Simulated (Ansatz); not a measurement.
**SF (SMILES F[S]) at RPA@PBE0/cc-pVTZ**

Aim: the electronic atomisation energy of SF at RPA@PBE0/cc-pVTZ, from 3 runs. 

The calculation is run with Ansatz 0.2.0.

40 further runs of the same task are left out: 4 that didn't finish, 36 set aside as unsound or not needed.

## (1) The system as given

The species is SF (2 atoms), meant as a doublet with charge 0. As SMILES, `F[S]`. Geometry: relaxed at PBE0-D4/def2-TZVP.

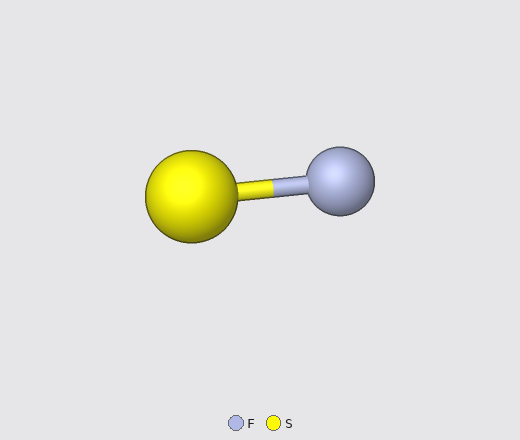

Viewed from a chosen angle; fluorine light blue, sulfur yellow.

## (2) The energy at RPA@PBE0/cc-pVTZ

The input, molecule.yaml:

```yaml
crystal:
  periodic: [false, false, false]
  atoms:
    - symbol: F
      position_ang: [-0.000000, -0.000000, 0.016120]
    - symbol: S
      position_ang: [0.000000, 0.000000, 1.610410]
basis:
  gaussian:
    orbitals: cc-pVTZ
accuracy: high
hamiltonian:
  xc: pbe0
total_charge: 0
correlation:
  method: rpa
  frozen_orbitals: {F: 1, S: 5}
magnetization:
  spin_polarized: true
  initial_magnetization: 1
```

The run is started by

```sh
$ ansatz run molecule.yaml --threads 1 --pin off --max-ram 3480MiB --events-out events.jsonl --progress --plain --runs-dir runs
```

Log:

```text
Warning: RAYON_NUM_THREADS=1 ignored (pool sized by the plan → 1); use --threads N
Functional definition: PBE0
  name "PBE0"
  parameter a = 0.25
  parameter kappa = 0.804
  parameter beta = 0.06672455060314922
  exchange = (1 - a)*pbe_x(kappa = kappa, mu = beta*pi^2/3) + a*exact_x
  correlation = pbe_c(beta = beta)
883 factors; integrals over basis functions are off by at most 3.8e-9 eV
mean field evaluation 1: about -13544.6179 eV, gradient 1.5e1 eV
mean field evaluation 2: about -13544.6857 eV, gradient 1.5e1 eV
mean field evaluation 4: about -13545.2777 eV, gradient 2.9e0 eV
mean field evaluation 8: about -13545.3115 eV, gradient 5.8e-2 eV
mean field evaluation 16: about -13545.3115 eV, gradient 4.2e-5 eV
mean field -13545.31147643 eV, -497.7810154168 hartree, gradient 8.2e-8 eV, S^2 0.754974; 0 other end points of the search recorded, 0 dependent functions left out
6 core orbitals not correlated: weight in the atoms' cores, before any rotation towards them, 1.000 or more for the frozen orbitals, at most 0.000 for the correlated occupied ones
reference -13522.73975122 eV, -496.9515198150 hartree; 7, 6 occupied and 51, 52 virtual orbitals, 883 factors
Total energy: -13538.58054218 eV, -497.5336581456 hartree
```

It took 4.5 s on 1 thread of Arm Neoverse V1, shared host; peak memory 0.18 GiB.

## (3) The F atom

The input, input.yaml:

```yaml
crystal:
  periodic: [false, false, false]
  atoms:
    - symbol: F
      position_ang: [0.000000, 0.000000, 0.000000]
basis:
  gaussian: {orbitals: cc-pVTZ}
magnetization: {spin_polarized: true, initial_magnetization: 1}
total_charge: 0
correlation: {method: rpa, frozen_orbitals: {F: 1}}
accuracy: high
hamiltonian: {xc: {name: PBE0}}
```

Run the same way, it converges to -99.70726 Eh (log not shown).

## (4) The S atom

The input, job.yaml:

```yaml
crystal:
  periodic: [false, false, false]
  atoms:
    - symbol: S
      position_ang: [0.000000, 0.000000, 0.000000]
basis:
  gaussian:
    orbitals: cc-pVTZ
magnetization:
  spin_polarized: true
  initial_magnetization: 2
hamiltonian:
  xc: pbe0
correlation:
  method: rpa
  frozen_orbitals: {S: 5}
accuracy: high
```

Run the same way, it converges to -397.71127 Eh (log not shown).

## (5) What came out

At RPA@PBE0/cc-pVTZ, 6 core orbitals frozen:

```
                                   quantity          value
                     molecule: total energy  -497.53366 Eh
 molecule: RPA correlation energy (valence)     -582.1 mEh
molecule: ⟨S²⟩ of the reference determinant          0.755
                       F atom: total energy   -99.70726 Eh
   F atom: RPA correlation energy (valence)     -305.0 mEh
  F atom: ⟨S²⟩ of the reference determinant          0.752
                       S atom: total energy  -397.71127 Eh
   S atom: RPA correlation energy (valence)     -205.8 mEh
  S atom: ⟨S²⟩ of the reference determinant          2.005
              electronic atomisation energy       3.133 eV
```

**Reading.** Taking the molecule apart into free atoms costs 3.13 eV (72 kcal/mol), before zero-point energy and without spin-orbit coupling.
